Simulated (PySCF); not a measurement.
# C2HF5 (pentafluoroethane) at 6 levels

Aim: a comparison of 6 runs (HF/def2-SVP, SVWN5/STO-3G, B3LYP/6-31G*, PBE0/def2-SVP, PBE/def2-TZVP, MP2/aug-cc-pVDZ) of C2HF5 (pentafluoroethane). 

Program for the calculation: PySCF 2.14.0.

### Step 1. The system as given

C2HF5: 8 atoms, total charge 0, spin state singlet. SMILES: `FC(F)C(F)(F)F`. Geometry: relaxed at PBE0-D4/def2-TZVP.

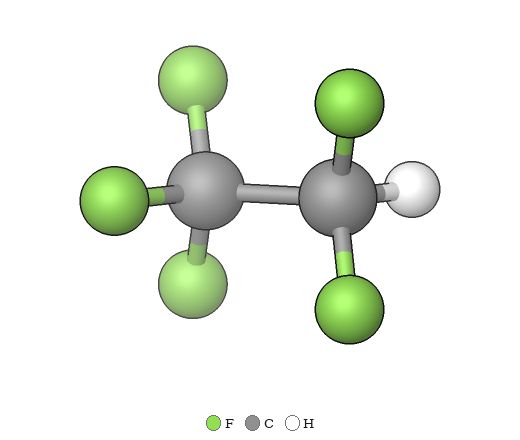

The structure, seen from a chosen angle (fluorine green, carbon grey, hydrogen white).

### Step 2. Energy and forces at HF/def2-SVP (run 1)

File input.py:

```python
# FC(F)C(F)(F)F
from pyscf import gto

mol = gto.M(
    atom='''
F      2.095517    -1.046644     2.332716
C      0.362771    -1.342745     0.504803
F     -1.720161    -2.389086     1.503806
C     -0.317342     1.259578    -0.579107
F      1.735165     2.319790    -1.574671
F     -1.236164     2.777916     1.186805
F     -2.036879     0.991955    -2.395606
H      1.117074    -2.570765    -0.978727
''',
    unit='bohr',
    max_memory=1860,
    basis='def2-svp',
    verbose=3,
    charge=0,
)

mf = mol.RHF()
mf.conv_tol = 1e-10
mf.kernel()
if not mf.converged:
    mf = mf.newton().run(mf.mo_coeff, mf.mo_occ)

e_final = mf.e_tot
print('E(%s) = %.9f' % ('HF', e_final))
grad = mf.nuc_grad_method().kernel()
mf.analyze()
```

On the command line:

```
$ OMP_NUM_THREADS=1 python input.py
```

Log:

```text
converged SCF energy = -573.056812188432
[... 13 lines left out ...]
MO #4   energy= -26.3416404208816  occ= 2
[... 8 lines left out ...]
MO #13  energy= -1.07376578180856  occ= 2
[... 8 lines left out ...]
MO #22  energy= -0.735118357431319 occ= 2
[... 8 lines left out ...]
MO #31  energy= 0.260954364364064  occ= 0
[... 8 lines left out ...]
MO #40  energy= 0.690308506936314  occ= 0
[... 8 lines left out ...]
MO #49  energy= 1.35608728621456   occ= 0
[... 8 lines left out ...]
MO #58  energy= 1.66520576103028   occ= 0
[... 8 lines left out ...]
MO #67  energy= 2.08923578805532   occ= 0
[... 8 lines left out ...]
MO #76  energy= 2.4561175622621    occ= 0
[... 8 lines left out ...]
MO #85  energy= 3.40666516953354   occ= 0
[... 8 lines left out ...]
MO #94  energy= 3.75225317279119   occ= 0
[... 8 lines left out ...]
MO #103 energy= 4.26399210328991   occ= 0
[... 9 lines left out ...]
Dipole moment(X, Y, Z, Debye):  0.67670, -1.18277, -1.19891
```

It took 18 s on 1 thread of Intel Xeon at 2.50GHz (Skylake/Cascade Lake), shared host; peak memory 0.23 GiB.

### Step 3. Energy and forces at SVWN5/STO-3G (run 2)

File job.py:

```python
from pyscf import gto, dft

mol = gto.M(
    atom=[
    ('F', (1.108900, -0.553860, 1.234420)),
    ('C', (0.191970, -0.710550, 0.267130)),
    ('F', (-0.910270, -1.264250, 0.795780)),
    ('C', (-0.167930, 0.666540, -0.306450)),
    ('F', (0.918210, 1.227580, -0.833280)),
    ('F', (-0.654150, 1.470010, 0.628030)),
    ('F', (-1.077870, 0.524920, -1.267700)),
    ('H', (0.591130, -1.360390, -0.517920)),
],
    charge=0,
    max_memory=1860,
    verbose=4,
    basis='sto-3g',
)

mf = dft.RKS(mol, xc='svwn')
mf.grids.level = 5
mf.conv_tol = 1e-10
mf.kernel()
if not mf.converged:
    mf = mf.newton().run(mf.mo_coeff, mf.mo_occ)

energy = mf.e_tot
print('Final energy', energy)
grad = mf.nuc_grad_method().kernel()
mf.analyze()
```

On the command line:

```
$ OMP_NUM_THREADS=1 python job.py
```

Log:

```text
PySCF version 2.14.0

[... 94 lines left out ...]
Nuclear Repulsion Energy =             360.708080676180430
[... 3 lines left out ...]
DFT Exchange-Correlation Energy =      -60.071456257626451
[... 5 lines left out ...]
MO #4   energy= -23.7811554852796  occ= 2
[... 3 lines left out ...]
MO #8   energy= -1.10520816967452  occ= 2
[... 3 lines left out ...]
MO #12  energy= -0.979398484936989 occ= 2
[... 3 lines left out ...]
MO #16  energy= -0.391482291780503 occ= 2
[... 3 lines left out ...]
MO #20  energy= -0.209047629360789 occ= 2
[... 3 lines left out ...]
MO #24  energy= -0.161290191760472 occ= 2
[... 3 lines left out ...]
MO #28  energy= -0.144672823438038 occ= 2
[... 3 lines left out ...]
MO #32  energy= 0.336616194597674  occ= 0
[... 3 lines left out ...]
MO #36  energy= 0.41515770289365   occ= 0
[... 8 lines left out ...]
pop of  1 C 2s            1.08118
pop of  1 C 2px           0.86646
pop of  1 C 2py           1.05106
pop of  1 C 2pz           0.95506
pop of  2 F 1s            1.99993
pop of  2 F 2s            1.88652
pop of  2 F 2px           1.52161
pop of  2 F 2py           1.83234
pop of  2 F 2pz           1.80638
pop of  3 C 1s            1.99955
pop of  3 C 2s            1.07527
pop of  3 C 2px           0.88011
pop of  3 C 2py           0.99440
pop of  3 C 2pz           0.88972
pop of  4 F 1s            1.99993
pop of  4 F 2s            1.88428
pop of  4 F 2px           1.55149
pop of  4 F 2py           1.81074
pop of  4 F 2pz           1.80699
pop of  5 F 1s            1.99992
pop of  5 F 2s            1.88145
pop of  5 F 2px           1.81826
pop of  5 F 2py           1.69793
pop of  5 F 2pz           1.64717
pop of  6 F 1s            1.99993
pop of  6 F 2s            1.88429
pop of  6 F 2px           1.64655
pop of  6 F 2py           1.90923
pop of  6 F 2pz           1.61345
pop of  7 H 1s            0.96257
 ** Mulliken atomic charges  **
charge of    0F =     -0.04677
charge of    1C =      0.04677
charge of    2F =     -0.04678
charge of    3C =      0.16096
charge of    4F =     -0.05343
charge of    5F =     -0.04474
charge of    6F =     -0.05344
charge of    7H =      0.03743
Dipole moment(X, Y, Z, Debye):  0.22170, -0.35998, -0.43725
```

Wall time 13 s (1 thread of Intel Xeon at 2.50GHz (Skylake/Cascade Lake), shared host); peak memory 0.25 GiB.

Runs 3 to 5 aren't shown in full; the table further down has their settings and results.

### Step 4. Energy and gradient at MP2/aug-cc-pVDZ (run 6)

File calc.py:

```python
from pyscf import gto, mp

mol = gto.M(
    atom='''
F      2.095517    -1.046644     2.332716
C      0.362771    -1.342745     0.504803
F     -1.720161    -2.389086     1.503806
C     -0.317342     1.259578    -0.579107
F      1.735165     2.319790    -1.574671
F     -1.236164     2.777916     1.186805
F     -2.036879     0.991955    -2.395606
H      1.117074    -2.570765    -0.978727
''',
    basis='aug-cc-pvdz',
    max_memory=1860,
    unit='bohr',
    verbose=3,
)

hf = mol.RHF()
hf.conv_tol = 1e-10
hf.kernel()
if not hf.converged:
    hf = hf.newton().run(hf.mo_coeff, hf.mo_occ)

pt = mp.MP2(hf, frozen=7).run()
etot = pt.e_tot
print('E = %.10f Eh' % etot)
grad = pt.nuc_grad_method().kernel()
hf.analyze()
```

On the command line:

```
$ OMP_NUM_THREADS=1 python calc.py
```

Log:

```text
converged SCF energy = -573.589270634321
[... 16 lines left out ...]
MO #5   energy= -26.3630962050502  occ= 2
[... 14 lines left out ...]
MO #20  energy= -0.737270859133127 occ= 2
[... 14 lines left out ...]
MO #35  energy= 0.117131785023967  occ= 0
[... 14 lines left out ...]
MO #50  energy= 0.351816156404414  occ= 0
[... 14 lines left out ...]
MO #65  energy= 0.511743140096153  occ= 0
[... 14 lines left out ...]
MO #80  energy= 0.921644826382547  occ= 0
[... 14 lines left out ...]
MO #95  energy= 1.51300074953745   occ= 0
[... 14 lines left out ...]
MO #110 energy= 1.78643769796364   occ= 0
[... 14 lines left out ...]
MO #125 energy= 2.25393319272134   occ= 0
[... 14 lines left out ...]
MO #140 energy= 2.93441673373411   occ= 0
[... 14 lines left out ...]
MO #155 energy= 4.99147846963161   occ= 0
[... 14 lines left out ...]
MO #170 energy= 5.2845893124008    occ= 0
[... 9 lines left out ...]
Dipole moment(X, Y, Z, Debye):  0.65402, -1.15113, -1.14577
```

Run time: 4.1 min. Hardware: 1 thread of Intel Xeon at 2.50GHz (Skylake/Cascade Lake), shared host; peak memory 1.9 GiB.

### Step 5. Overview of the runs

```csv
run,level,integration grid,frozen core orbitals,energy (Eh),dipole moment (D) of the reference,HOMO energy (eV),LUMO energy (eV),wall time
1,HF/def2-SVP,–,–,-573.056812,1.82,-15.33,5.02,18 s
2,SVWN5/STO-3G,5,–,-563.856957,0.61,-2.56,6.20,13 s
3,B3LYP/6-31G* (spherical functions),5,–,-576.001112,1.30,-9.67,2.43,76 s
4,PBE0/def2-SVP,5,–,-575.033840,1.46,-10.32,2.01,74 s
5,PBE/def2-TZVP,5,–,-575.728509,1.36,-8.63,0.50,9.4 min
6,MP2/aug-cc-pVDZ,–,7,-574.866949,1.75,-15.23,0.94,4.1 min
```

### Step 6. Outcome

```
                                          quantity          value
                               run 6: total energy  -574.86695 Eh
       run 6: dipole moment (Hartree–Fock density)         1.75 D
        run 6: HOMO energy (Hartree–Fock orbitals)      -15.23 eV
        run 6: LUMO energy (Hartree–Fock orbitals)        0.94 eV
      run 6: HOMO–LUMO gap (Hartree–Fock orbitals)       16.17 eV
run 6: correlation energy (7 core orbitals frozen)    -1277.7 mEh
                   run 6: largest force on an atom     1.037 eV/Å
```

Over runs 1, 2, 3, 4, 5 the dipole moment (its size) runs from 0.61 D (SVWN5/STO-3G) to 1.82 D (HF/def2-SVP). The two ends differ in method and basis. Over runs 1, 2, 3, 4, 5 the HOMO–LUMO gap runs from 8.77 eV (SVWN5/STO-3G) to 20.35 eV (HF/def2-SVP). Totals of different functionals can't be ranked against each other. In run 2 the basis is minimal, so the values are rough. All runs together took 17 min, the longest 9.4 min.
